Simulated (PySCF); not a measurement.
# WCl3: doublet, from a trigonal planar start

The task is one start of a wider search on WCl3: the doublet, from a trigonal planar start. It is relaxed, tested by its Hessian and followed downhill if it is a saddle.

The runs use PySCF 2.14.0; PBE0, basis W def2-SVP with ECP60, Cl def2-SVP, scalar-relativistic core potentials, no spin–orbit coupling, density fitting.

### Step 1. Starting geometry

4 atoms, charge 0, spin multiplicity 2.

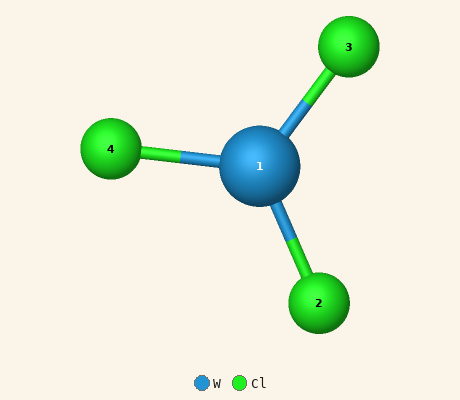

As it starts; tungsten blue, chlorine green; atoms are numbered from 1 in the order of the file.

```xyz
4
charge 0 multiplicity 2
W     0.0000    0.0000    0.0000
Cl    2.3600    0.0000    0.0000
Cl   -1.1800    2.0438    0.0000
Cl   -1.1800   -2.0438    0.0000
```

### Step 2. Relaxing the doublet from the trigonal planar start

The steps below are one call of a driver around PySCF. For each, scf.py gives the equivalent set-up of the SCF; relaxations use the driver's own optimiser. Before each start the driver seeks the lowest SCF state from one or more starting densities and follows internal instabilities, so scf.py alone need not reach the same state.

The program finds D3h symmetry in the start, which this walk keeps. The walk stops when the largest gradient is under 0.0003 Eh/bohr and the energy has settled too.

scf.py

```python
from pyscf import gto, scf, dft
mol = gto.M(atom='''
W     -0.000000     0.000000    -0.000000
Cl     2.359988     0.000010    -0.000000
Cl    -1.180003     2.043805    -0.000000
Cl    -1.179986    -2.043815     0.000000''',
    basis={'W': 'def2-SVP', 'Cl': 'def2-SVP'},
    ecp={'W': 'def2-SVP'},
    charge=0, spin=1)
mf = dft.UKS(mol, xc='PBE0')
mf.grids.atom_grid = (50, 194)
aux = {'W': 'def2-universal-JKFIT', 'Cl': 'def2-universal-JKFIT'}
mf = mf.density_fit(auxbasis=aux)
mf.kernel()
```

Energy and gradient, step by step:

```tsv
step	energy (Eh)	change (kJ/mol)	largest symmetric gradient (Eh/bohr)
0	-1446.853680	0.00	0.03958
1	-1446.868036	-37.69	0.01600
2	-1446.869829	-42.40	0.00611
3	-1446.870070	-43.03	0.00059
4	-1446.870073	-43.04	0.00002
```

The walk ran for 9.5 s (4 threads, shared host).

Positions (Å) and forces (eV/Å) along the way, with the part that breaks the symmetry left in:

```
step 0
W    0.000   0.000   0.000   0.873   0.000   0.000
Cl   2.360   0.000   0.000  -2.322   0.000   0.000
Cl  -1.180   2.044   0.000   0.725  -1.766   0.000
Cl  -1.180  -2.044   0.000   0.725   1.766   0.000
step 1
W    0.000   0.000   0.000   1.043   0.000   0.000
Cl   2.272   0.000   0.000  -1.213   0.000   0.000
Cl  -1.136   1.968   0.000   0.085  -0.675   0.000
Cl  -1.136  -1.968   0.000   0.085   0.675   0.000
step 2
W    0.000   0.000   0.000   1.171   0.000   0.000
Cl   2.214   0.000   0.000  -0.146   0.000   0.000
Cl  -1.107   1.918   0.000  -0.513   0.332   0.000
Cl  -1.107  -1.918   0.000  -0.513  -0.332   0.000
step 3
W    0.000   0.000   0.000   1.134   0.000   0.000
Cl   2.230   0.000   0.000  -0.471   0.000   0.000
Cl  -1.115   1.931   0.000  -0.332   0.028   0.000
Cl  -1.115  -1.931   0.000  -0.332  -0.028   0.000
step 4
W    0.000   0.000   0.000   1.137   0.000   0.000
Cl   2.229   0.000   0.000  -0.443   0.000   0.000
Cl  -1.114   1.930   0.000  -0.347   0.054   0.000
Cl  -1.114  -1.930   0.000  -0.347  -0.054   0.000
```

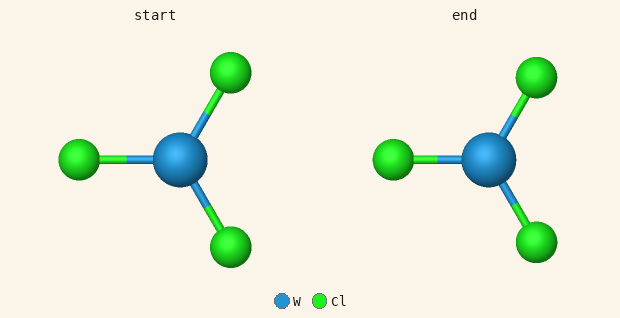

The geometry along the walk, at one scale.

It settles in D3h symmetry, 43.0 kJ/mol below the start, after 4 steps: W–Cl 2.229 Å (×3); Cl–W–Cl 120.0° (×3). A gradient of 0.0221 Eh/bohr that breaks the symmetry is left: this electronic state wants a lower symmetry.

### Step 3. Relaxing without the symmetry constraint

The geometry is nudged along the force that breaks the symmetry.

The program finds Cs symmetry in the start, which may break. The walk stops when the largest gradient is under 0.0003 Eh/bohr and the energy has settled too.

scf.py: that of step 2 with these lines changed.

```diff
@@ -3,4 +3,4 @@
-W     -0.000000     0.000000    -0.000000
-Cl     2.359988     0.000010    -0.000000
-Cl    -1.180003     2.043805    -0.000000
-Cl    -1.179986    -2.043815     0.000000''',
+W      0.028867     0.000000     0.000000
+Cl     2.173156     0.000009    -0.000000
+Cl    -1.162512     1.934320    -0.000000
+Cl    -1.162496    -1.934330    -0.000000''',
```

Energy and gradient, step by step:

```tsv
step	energy (Eh)	change (kJ/mol)	largest gradient (Eh/bohr)
0	-1446.869122	0.00	0.03403
1	-1446.871516	-6.29	0.00525
2	-1446.872132	-7.90	0.00515
3	-1446.872582	-9.08	0.00683
4	-1446.872629	-9.21	0.00294
5	-1446.872713	-9.43	0.00147
6	-1446.872733	-9.48	0.00074
7	-1446.872735	-9.49	0.00018
```

The walk took 20 s.

Positions (Å) and forces (eV/Å) along the way:

```
step 0
W    0.029   0.000   0.000  -1.750   0.000   0.000
Cl   2.173   0.000   0.000   1.408   0.000   0.000
Cl  -1.163   1.934   0.000   0.171  -0.545   0.000
Cl  -1.163  -1.934   0.000   0.171   0.545   0.000
step 1
W    0.018   0.000   0.000  -0.182   0.000   0.000
Cl   2.213   0.000   0.000   0.270   0.000   0.000
Cl  -1.177   1.904   0.000  -0.044  -0.234   0.000
Cl  -1.177  -1.904   0.000  -0.044   0.234   0.000
step 4
W    0.075   0.000  -0.036   0.151   0.000   0.104
Cl   2.300   0.000   0.013  -0.134   0.000  -0.042
Cl  -1.249   1.800   0.011  -0.008   0.005  -0.031
Cl  -1.249  -1.800   0.011  -0.008  -0.005  -0.031
step 7
W    0.077   0.000   0.000   0.009   0.000  -0.001
Cl   2.296   0.000   0.000  -0.007   0.000   0.000
Cl  -1.248   1.800   0.000  -0.001   0.001   0.000
Cl  -1.248  -1.800   0.000  -0.001  -0.001   0.000
```

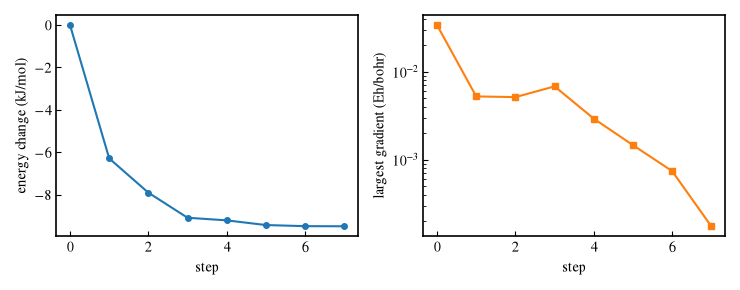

How energy and gradient fall.

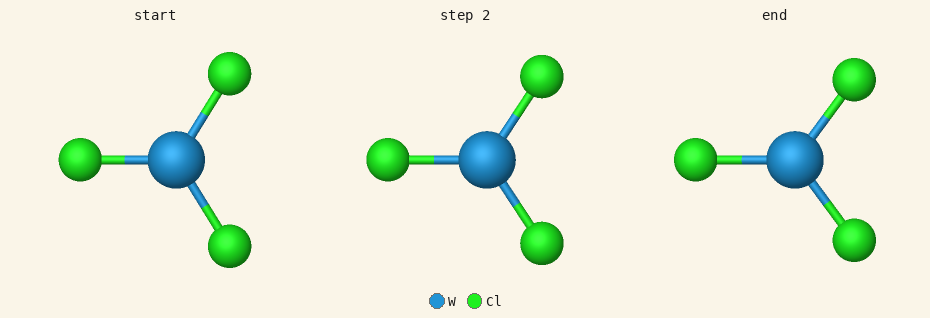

The geometry along the walk, at one scale.

After 7 steps and 9.5 kJ/mol it ends at C2v: W–Cl 2.219 Å, W–Cl 2.235 Å (×2); Cl–W–Cl 107.3°, Cl–W–Cl 126.4° (×2).

### Step 4. Frequencies

The point is checked on the finer grid, and tightened if its gradient asks for it. The Hessian and the dipole derivatives come from central differences of analytic gradients, with steps of 0.01 bohr.

scf.py: that of step 3 with these lines changed.

```diff
@@ -3,4 +3,4 @@
-W      0.028867     0.000000     0.000000
-Cl     2.173156     0.000009    -0.000000
-Cl    -1.162512     1.934320    -0.000000
-Cl    -1.162496    -1.934330    -0.000000''',
+W      0.049566     0.000000    -0.000007
+Cl     2.267826     0.000005    -0.000325
+Cl    -1.269789     1.804651     0.000182
+Cl    -1.269782    -1.804656     0.000182''',
@@ -11 +11 @@
-mf.grids.atom_grid = (50, 194)
+mf.grids.atom_grid = (75, 302)
```

This SCF starts from the last density.

SCF at the final geometry:

```text
init E= -1446.87281175837
[... the frontier-level lines of each cycle are left out ...]
cycle= 1 E= -1446.87281175836  delta_E= 2.27e-13  |g|= 1.12e-06  |ddm|= 6.03e-06
Extra cycle  E= -1446.87281175836  delta_E= 2.27e-13  |g|= 2.36e-06  |ddm|= 5.53e-06
converged SCF energy = -1446.87281175836  <S^2> = 0.84217568  2S+1 = 2.0901442
```

The whole step took 40 s.

Geometry: C2v; W–Cl 2.218 Å, W–Cl 2.236 Å (×2); Cl–W–Cl 107.7°, Cl–W–Cl 126.2° (×2).

Harmonic modes (main isotopes):

```tsv
symmetry	ω (cm⁻¹)	IR (km/mol)	μ (u)	type
b2	73	2.6	40.39	bend
b1	94	0.0	49.45	bend
a1	104	0.0	38.15	bend
b2	395	91.1	41.59	stretch
a1	401	0.5	35.01	stretch
a1	438	78.6	44.24	stretch
```

All wavenumbers are real: a minimum.

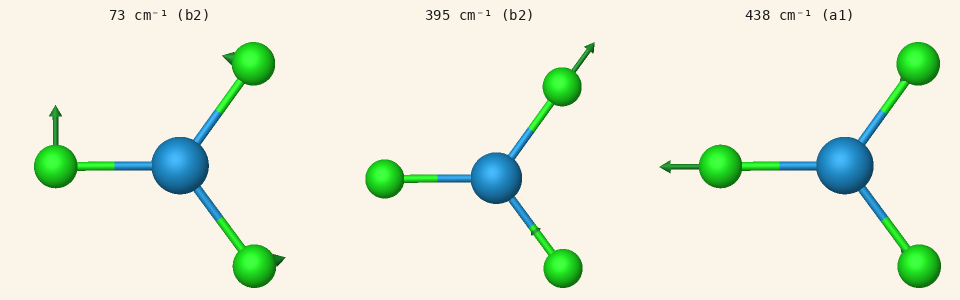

How the atoms move in 3 of the modes.

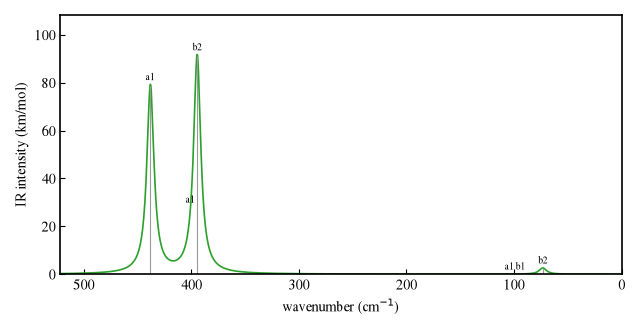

The harmonic infrared spectrum (widths in cm⁻¹). Lines are broadened to a width of 8 cm⁻¹ (Lorentzian).

Properties at this point:

```
Dipole moment                                                   : 0.72 D
Highest occupied level                                          : -6.02 eV
Lowest empty level                                              : -3.51 eV
Rotational constants                                            : 0.07401, 0.05752, 0.03237 cm⁻¹
Zero-point energy                                               : 9.0 kJ/mol
Principal polarisabilities                                      : 58.0, 77.7, 79.4 bohr³
Atomisation energy without zero-point energy                    : 1201 kJ/mol
Principal traceless quadrupole moments about the centre of mass : -2.81, 0.94, 1.87 D Å
Entropy at 298.15 K and 1 bar (electronic part: spin only)      : 357.9 J/(mol K)
Heat capacity Cp at 298.15 K                                    : 76.0 J/(mol K)
Enthalpy at 298.15 K above 0 K                                  : 18.21 kJ/mol
Rotational symmetry number                                      : 2
Spin squared ⟨S²⟩                                               : 0.842
```

Charges (e) and bond orders:

| atom | Mulliken | Löwdin | polar tensor | spin (Mulliken) | Mayer order to W1 |
| --- | --- | --- | --- | --- | --- |
| W1 | 0.51 | -0.62 | 1.38 | 0.95 | – |
| Cl2 | -0.16 | 0.22 | -0.43 | -0.02 | 1.35 |
| Cl3,4 | -0.17 | 0.20 | -0.47 | 0.04 | 1.31 |

Mulliken populations on W1 (outside its core potential): s 2.87, p 6.27, d 4.28, f 0.08.

### Step 5. Results

| quantity | value |
| --- | --- |
| minimum | doublet, C2v |
| geometry | W–Cl 2.218 Å, W–Cl 2.236 Å (×2); Cl–W–Cl 107.7°, Cl–W–Cl 126.2° (×2) |
| wavenumbers (cm⁻¹) | 73 (b2), 94 (b1), 104 (a1), 395 (b2), 401 (a1), 438 (a1) |
| dipole moment | 0.72 D |
| highest occupied, lowest empty level (either spin) | -6.02, -3.51 eV |
| polar-tensor charge of W1 | +1.38 e |
| zero-point energy | 9.0 kJ/mol |
| entropy at 298.15 K | 357.9 J/(mol K) |
| atomisation energy (no zero-point energy) | 1201 kJ/mol |
| ⟨S²⟩ | 0.842 |

The trigonal planar start (D3h) ends in a minimum of C2v symmetry. In the infrared the band at 395 cm⁻¹ (b2, stretch) leads. Most of the spin sits on W1 (Mulliken spin 0.95, against 1 for the whole molecule). Only this shape and spin were tried, so other structures or states may lie lower. Take wavenumbers under 90 cm⁻¹ as rough. One determinant may miss the lowest occupation of an open d or f shell. With an element this heavy the missing spin–orbit coupling can shift these numbers.

The search up to here took 81 s.
